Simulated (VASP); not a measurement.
Band structure of Ag (fcc). All values below come from r2SCAN meta-GGA with spin-orbit coupling, VASP's PBE PAW potentials (set 64) (plane waves; VASP).

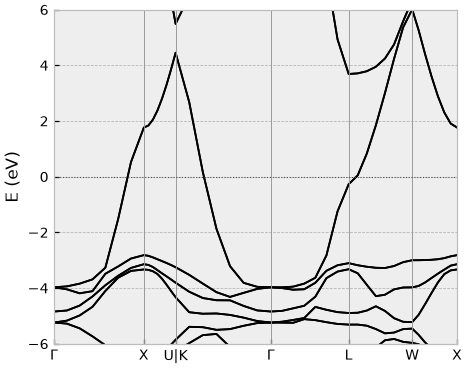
*Bands along high-symmetry lines, zero at the valence-band maximum or, without a gap, the Fermi level*

Problem. Read the plot: is there a gap, and where are the band edges?

Solution. It has no gap at this level: it comes out as a metal or semimetal.

The compound is Ag in the fcc structure. It was relaxed first.
